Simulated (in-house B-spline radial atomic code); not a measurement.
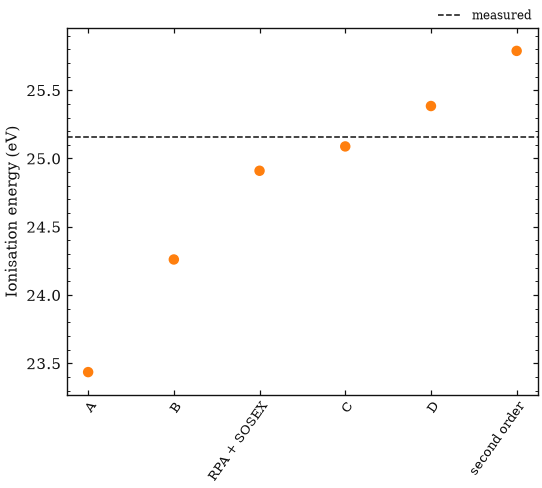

The ionisation energy of B⁺ ([He] 2s² → [He] 2s) by several methods, in rising order. All-electron spherical atom, non-relativistic, r2SCAN start, no spin-orbit coupling, Breit or QED terms; computed with a B-spline radial code. Differences of total energies, each species on its own start, beside the G₀W₀ level. The lettered entries are G₀W₀, RPA, exact exchange only and mean field (ΔSCF) in some order.

Match the letters to the methods.

A is exact exchange only (23.44 eV); B is mean field (ΔSCF) (24.26 eV); C is G₀W₀ (25.09 eV); D is RPA (25.38 eV). The values run from 23.44 eV (exact exchange only) to 25.79 eV (second order). The measured value is 25.15 eV; nearest to it come G₀W₀ (−0.07) and RPA (+0.23), furthest exact exchange only (−1.72 eV).
